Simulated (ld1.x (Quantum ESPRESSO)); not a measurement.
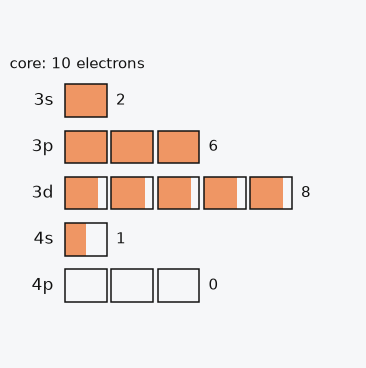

**Figure 1.** The valence shells of the reference configuration: a box for each of the 2l + 1 orbitals, shaded by the share of the shell that is filled, with the electron count at the right.

## Run report: Co, pseudopotential generation (part 1 of 2)

- system: cobalt (Co, Z = 27), core [Ne], reference valence 3s2 3p6 3d8 4s1 4p0, valence charge 17.
- method: TM potential, Wu–Cohen, scalar-relativistic, made with ld1.x (Quantum ESPRESSO) 7.5

### Input
```
 &input
   title='Co', zed=27., rel=1, dft='WC', iswitch=3,
   config='[Ar] 3d8 4s1 4p0',
   nld=3, rlderiv=1.85, eminld=-9.0, emaxld=5.0, deld=0.04
 /
 &inputp
   pseudotype=2, tm=.true., lloc=-1, rcloc=0.70,
   nlcc=.true., rcore=0.70,
   file_pseudopw='Co.UPF', file_wfcaegen='ae.wfc', file_wfcncgen='nc.wfc', file_beta='beta', file_chi='chi'
 /
3
3S  1  0   2.00   0.00  1.05  1.05  0.0
3P  2  1   6.00   0.00  0.85  0.85  0.0
3D  3  2   8.00   0.00  1.70  1.70  0.0
 &test
   configts(1)='3s2 3p6 3d8 4s1 4p0'
 /
```

### Input of the test run
```
 &input
   title='Co', zed=27., rel=1, dft='WC', iswitch=2,
   config='[Ar] 3d8 4s1 4p0'
 /
 &test
   file_pseudo='Co.UPF', nconf=8,
   configts(1)='3s2 3p6 3d8 4s1 4p0',
   configts(2)='3s2 3p6 3d7 4s2 4p0',
   configts(3)='3s2 3p6 3d7 4s1 4p0',
   configts(4)='3s2 3p6 3d7 4s0 4p0',
   configts(5)='3s2 3p6 3d6 4s0 4p0',
   configts(6)='3s1 3p6 3d7 4s2 4p0',
   configts(7)='3s2 3p6 3d6 4s2 4p0',
   configts(8)='3s2 3p6 3d7 4s1.5 4p0'
 /
```

Hardware: 1 CPU thread, shared host.

Command:
```bash
ld1.x < Co.in > Co.out
```

### Output
```
     Program LD1 v.7.5
     --------------------------- All-electron run ----------------------------

     Co
     scalar relativistic calculation

     atomic number is 27.00
     dft =WC   lsd =0 sic =0 latt =0  beta=0.20 tr2=1.0E-14
     Exchange-correlation= WC
                           (   1   4  11   4   0   0   0)
     mesh =1193 r(mesh) =  99.89935 a.u. xmin = -7.00 dx = 0.01250
     1 Ry =  13.60569312 eV, c = 137.03599908

     n l     nl                  e(Ry)          e(Ha)          e(eV)
     1 0     1S 1( 2.00)      -557.5707      -278.7854     -7586.1363
     2 0     2S 1( 2.00)       -65.6528       -32.8264      -893.2517
     2 1     2P 1( 6.00)       -56.2054       -28.1027      -764.7136
     3 0     3S 1( 2.00)        -7.1574        -3.5787       -97.3813
     3 1     3P 1( 6.00)        -4.4748        -2.2374       -60.8827
     3 2     3D 1( 8.00)        -0.3131        -0.1565        -4.2594
     4 0     4S 1( 1.00)        -0.3215        -0.1607        -4.3740
     4 1     4P 1( 0.00)        -0.0539        -0.0269        -0.7327

     final scf error:  6.0E-15 reached in  31 iterations

     Etot =   -2785.537586 Ry,   -1392.768793 Ha,  -37899.169575 eV

     Ekin =    2821.426965 Ry,    1410.713482 Ha,   38387.469452 eV
     Encl =   -6682.700822 Ry,   -3341.350411 Ha,  -90922.776619 eV
     Eh   =    1193.929398 Ry,     596.964699 Ha,   16244.237001 eV
     Exc  =    -118.193127 Ry,     -59.096563 Ha,   -1608.099409 eV

     normalization and overlap integrals

     s(1S/1S) =  1.000000  <r> =   0.0562  <r2> =    0.0042  r(max) =   0.0366
     s(2S/2S) =  1.000000  <r> =   0.2556  <r2> =    0.0771  r(max) =   0.2131
     s(2P/2P) =  1.000000  <r> =   0.2250  <r2> =    0.0622  r(max) =   0.1723
     s(3S/3S) =  1.000000  <r> =   0.7773  <r2> =    0.6990  r(max) =   0.6731
     s(3P/3P) =  1.000000  <r> =   0.8226  <r2> =    0.8011  r(max) =   0.6816
     s(3D/3D) =  1.000000  <r> =   1.1849  <r2> =    2.0119  r(max) =   0.6731
     s(4S/4S) =  1.000000  <r> =   3.0722  <r2> =   11.1152  r(max) =   2.4392
     s(4P/4P) =  1.000000  <r> =   5.1936  <r2> =   33.4863  r(max) =   3.5936

     ------------------------ End of All-electron run ------------------------

     --------------------- Generating NC pseudopotential ---------------------

      Generating local potential from pseudized AE potential:
      Matching radius rcloc =   0.7000

      Local pseudo, rcloc= 0.708 Estimated cut-off energy=    49.14 Ry

      Computing core charge for nlcc:

       r > 0.71 : true rho core
       r < 0.71 : rho core = a sin(br)/r    a=   0.86  b=   4.00

      Integrated core pseudo-charge :   1.15

      Wfc   3S  rcut= 1.056  Using Troullier-Martins method

      Wfc   3P  rcut= 0.843  Using Troullier-Martins method

      Wfc   3D  rcut= 1.698  Using Troullier-Martins method

     ------------------- End of pseudopotential generation -------------------

     --------------------------- All-electron run ----------------------------

     Co
     scalar relativistic calculation

     atomic number is 27.00
     dft =WC   lsd =0 sic =0 latt =0  beta=0.20 tr2=1.0E-14
     Exchange-correlation= WC
                           (   1   4  11   4   0   0   0)
     mesh =1193 r(mesh) =  99.89935 a.u. xmin = -7.00 dx = 0.01250
     1 Ry =  13.60569312 eV, c = 137.03599908

     n l     nl                  e(Ry)          e(Ha)          e(eV)
     1 0     1S 1( 2.00)      -557.5707      -278.7854     -7586.1363
     2 0     2S 1( 2.00)       -65.6528       -32.8264      -893.2517
     2 1     2P 1( 6.00)       -56.2054       -28.1027      -764.7136
     3 0     3S 1( 2.00)        -7.1574        -3.5787       -97.3813
     3 1     3P 1( 6.00)        -4.4748        -2.2374       -60.8827
     3 2     3D 1( 8.00)        -0.3131        -0.1565        -4.2594
     4 0     4S 1( 1.00)        -0.3215        -0.1607        -4.3740
     4 1     4P 1( 0.00)        -0.0539        -0.0269        -0.7327

     final scf error:  6.0E-15 reached in  31 iterations

     Etot =   -2785.537586 Ry,   -1392.768793 Ha,  -37899.169575 eV

     Ekin =    2821.426965 Ry,    1410.713482 Ha,   38387.469452 eV
     Encl =   -6682.700822 Ry,   -3341.350411 Ha,  -90922.776619 eV
     Eh   =    1193.929398 Ry,     596.964699 Ha,   16244.237001 eV
     Exc  =    -118.193127 Ry,     -59.096563 Ha,   -1608.099409 eV

     normalization and overlap integrals

     s(1S/1S) =  1.000000  <r> =   0.0562  <r2> =    0.0042  r(max) =   0.0366
     s(2S/2S) =  1.000000  <r> =   0.2556  <r2> =    0.0771  r(max) =   0.2131
     s(2P/2P) =  1.000000  <r> =   0.2250  <r2> =    0.0622  r(max) =   0.1723
     s(3S/3S) =  1.000000  <r> =   0.7773  <r2> =    0.6990  r(max) =   0.6731
     s(3P/3P) =  1.000000  <r> =   0.8226  <r2> =    0.8011  r(max) =   0.6816
     s(3D/3D) =  1.000000  <r> =   1.1849  <r2> =    2.0119  r(max) =   0.6731
     s(4S/4S) =  1.000000  <r> =   3.0722  <r2> =   11.1152  r(max) =   2.4392
     s(4P/4P) =  1.000000  <r> =   5.1936  <r2> =   33.4863  r(max) =   3.5936

     ------------------------ End of All-electron run ------------------------

     Computing logarithmic derivative in   1.84123
     Computing logarithmic derivative in   1.84123
     Computing the partial wave expansion
     R is outside the sphere for l=    0 j= 0.00
     R is outside the sphere for l=    1 j= 0.00
     R is outside the sphere for l=    2 j= 0.00

     ---------------------- Testing the pseudopotential ----------------------

     Co
     scalar relativistic calculation

     atomic number is 27.00   valence charge is 17.00
     dft =WC   lsd =0 sic =0 latt =0  beta=0.20 tr2=1.0E-14
     mesh =1193 r(mesh) =  99.89935 xmin = -7.00 dx = 0.01250

     n l     nl             e AE (Ry)        e PS (Ry)    De AE-PS (Ry)
     1 0     3S   1( 2.00)       -7.15739       -7.15742        0.00003
     2 1     3P   1( 6.00)       -4.47479       -4.47493        0.00013
     3 2     3D   1( 8.00)       -0.31306       -0.31306        0.00000
     2 0     4S   1( 1.00)       -0.32148       -0.34934        0.02786  !
     3 1     4P   1( 0.00)       -0.05385       -0.05424        0.00038

     eps = 9.6E-15  iter = 16

     Etot =   -2785.537586 Ry,   -1392.768793 Ha,  -37899.169575 eV
     Etotps =  -284.816790 Ry,    -142.408395 Ha,   -3875.129845 eV

     Ekin =     140.645944 Ry,      70.322972 Ha,    1913.585553 eV
     Encl =    -670.195813 Ry,    -335.097906 Ha,   -9118.478559 eV
     Ehrt =     248.959283 Ry,     124.479642 Ha,    3387.263610 eV
     Ecxc =     -29.911458 Ry,     -14.955729 Ha,    -406.966122 eV
     (Ecc =      -0.418786 Ry,      -0.209393 Ha,      -5.697868 eV)
     Epseu=      25.685253 Ry,      12.842627 Ha,     349.465673 eV

     ---------------------- End of pseudopotential test ----------------------
```

### Output of the test run (extracts)
```
     ---------------------- Testing the pseudopotential ----------------------

     Co
     scalar relativistic calculation

     atomic number is 27.00   valence charge is 17.00
     dft =WC   lsd =0 sic =0 latt =0  beta=0.20 tr2=1.0E-14
     mesh =1193 r(mesh) =  99.89935 xmin = -7.00 dx = 0.01250

     n l     nl             e AE (Ry)        e PS (Ry)    De AE-PS (Ry)
     1 0     3S   1( 2.00)       -7.15739       -7.15742        0.00003
     2 1     3P   1( 6.00)       -4.47479       -4.47493        0.00013
     3 2     3D   1( 8.00)       -0.31306       -0.31306        0.00000
     2 0     4S   1( 1.00)       -0.32148       -0.34934        0.02786  !
     3 1     4P   1( 0.00)       -0.05385       -0.05423        0.00038

     eps = 5.7E-15  iter = 17

     Etot =   -2785.537586 Ry,   -1392.768793 Ha,  -37899.169575 eV
     Etotps =  -284.816789 Ry,    -142.408395 Ha,   -3875.129832 eV

     Ekin =     140.645945 Ry,      70.322973 Ha,    1913.585572 eV
     Encl =    -670.195813 Ry,    -335.097906 Ha,   -9118.478564 eV
     Ehrt =     248.959283 Ry,     124.479642 Ha,    3387.263610 eV
     Ecxc =     -29.911458 Ry,     -14.955729 Ha,    -406.966123 eV
     (Ecc =      -0.418786 Ry,      -0.209393 Ha,      -5.697868 eV)
     Epseu=      25.685253 Ry,      12.842627 Ha,     349.465672 eV

     ---------------------- End of pseudopotential test ----------------------

     ---------------------- Testing the pseudopotential ----------------------

     Co
     scalar relativistic calculation

     atomic number is 27.00   valence charge is 17.00
     dft =WC   lsd =0 sic =0 latt =0  beta=0.20 tr2=1.0E-14
     mesh =1193 r(mesh) =  99.89935 xmin = -7.00 dx = 0.01250

     n l     nl             e AE (Ry)        e PS (Ry)    De AE-PS (Ry)
     1 0     3S   1( 2.00)       -7.51065       -7.47837       -0.03228  !
     2 1     3P   1( 6.00)       -4.81821       -4.78737       -0.03084  !
     3 2     3D   1( 7.00)       -0.60540       -0.57465       -0.03075  !
     2 0     4S   1( 2.00)       -0.40459       -0.42584        0.02125  !
     3 1     4P   1( 0.00)       -0.09060       -0.08056       -0.01005  !

     eps = 8.5E-15  iter = 18

     Etot =   -2785.448441 Ry,   -1392.724220 Ha,  -37897.956695 eV
     Etotps =  -284.765698 Ry,    -142.382849 Ha,   -3874.434694 eV
     dEtot_ae =       0.089145 Ry
     dEtot_ps =       0.051092 Ry,   Delta E=       0.038053 Ry

     Ekin =     137.750643 Ry,      68.875322 Ha,    1874.192979 eV
     Encl =    -665.191687 Ry,    -332.595843 Ha,   -9050.393956 eV
     Ehrt =     244.211523 Ry,     122.105761 Ha,    3322.667033 eV
     Ecxc =     -29.450425 Ry,     -14.725213 Ha,    -400.693448 eV
     (Ecc =      -0.418786 Ry,      -0.209393 Ha,      -5.697868 eV)
     Epseu=      27.914248 Ry,      13.957124 Ha,     379.792698 eV

     ---------------------- End of pseudopotential test ----------------------

     ---------------------- Testing the pseudopotential ----------------------

     Co
     scalar relativistic calculation

     atomic number is 27.00   valence charge is 17.00
     dft =WC   lsd =0 sic =0 latt =0  beta=0.20 tr2=1.0E-14
     mesh =1193 r(mesh) =  99.89935 xmin = -7.00 dx = 0.01250

     n l     nl             e AE (Ry)        e PS (Ry)    De AE-PS (Ry)
     1 0     3S   1( 2.00)       -8.16068       -8.16555        0.00487
     2 1     3P   1( 6.00)       -5.46931       -5.47474        0.00543  !
     3 2     3D   1( 7.00)       -1.25058       -1.25345        0.00287
     2 0     4S   1( 1.00)       -0.93822       -1.00212        0.06390  !
     3 1     4P   1( 0.00)       -0.54353       -0.56011        0.01657  !

     eps = 1.9E-15  iter = 16

     Etot =   -2784.782339 Ry,   -1392.391169 Ha,  -37888.893918 eV
     Etotps =  -284.058558 Ry,    -142.029279 Ha,   -3864.813564 eV
     dEtot_ae =       0.755247 Ry
     dEtot_ps =       0.758232 Ry,   Delta E=      -0.002985 Ry

     Ekin =     138.223116 Ry,      69.111558 Ha,    1880.621304 eV
     Encl =    -653.120495 Ry,    -326.560247 Ha,   -8886.157022 eV
     Ehrt =     233.007284 Ry,     116.503642 Ha,    3170.225599 eV
     Ecxc =     -29.002991 Ry,     -14.501495 Ha,    -394.605790 eV
     (Ecc =      -0.418786 Ry,      -0.209393 Ha,      -5.697868 eV)
     Epseu=      26.834527 Ry,      13.417264 Ha,     365.102345 eV

     ---------------------- End of pseudopotential test ----------------------

     ---------------------- Testing the pseudopotential ----------------------

     Co
     scalar relativistic calculation

     atomic number is 27.00   valence charge is 17.00
     dft =WC   lsd =0 sic =0 latt =0  beta=0.20 tr2=1.0E-14
     mesh =1193 r(mesh) =  99.89935 xmin = -7.00 dx = 0.01250

     n l     nl             e AE (Ry)        e PS (Ry)    De AE-PS (Ry)
     1 0     3S   1( 2.00)       -8.91081       -8.96461        0.05380  !
     2 1     3P   1( 6.00)       -6.22017       -6.27334        0.05317  !
     3 2     3D   1( 7.00)       -1.98893       -2.03554        0.04661  !
     2 0     4S   1( 0.00)       -1.52349       -1.64101        0.11752  !
     3 1     4P   1( 0.00)       -1.06309       -1.11915        0.05606  !

     eps = 9.8E-15  iter =  9

     Etot =   -2783.556447 Ry,   -1391.778224 Ha,  -37872.214813 eV
     Etotps =  -282.740580 Ry,    -141.370290 Ha,   -3846.881567 eV
     dEtot_ae =       1.981138 Ry
     dEtot_ps =       2.076209 Ry,   Delta E=      -0.095071 Ry

     Ekin =     138.720349 Ry,      69.360175 Ha,    1887.386501 eV
     Encl =    -638.743066 Ry,    -319.371533 Ha,   -8690.542140 eV
     Ehrt =     220.730695 Ry,     110.365347 Ha,    3003.194096 eV
     Ecxc =     -28.525387 Ry,     -14.262693 Ha,    -388.107656 eV
     (Ecc =      -0.418786 Ry,      -0.209393 Ha,      -5.697868 eV)
     Epseu=      25.076828 Ry,      12.538414 Ha,     341.187633 eV

     ---------------------- End of pseudopotential test ----------------------
```

(Continued in part 2.) Outcome of the run: generated; the pseudo-atom misses its reference levels by up to 0.38 eV (4s, which has no pseudo-wave of its own).
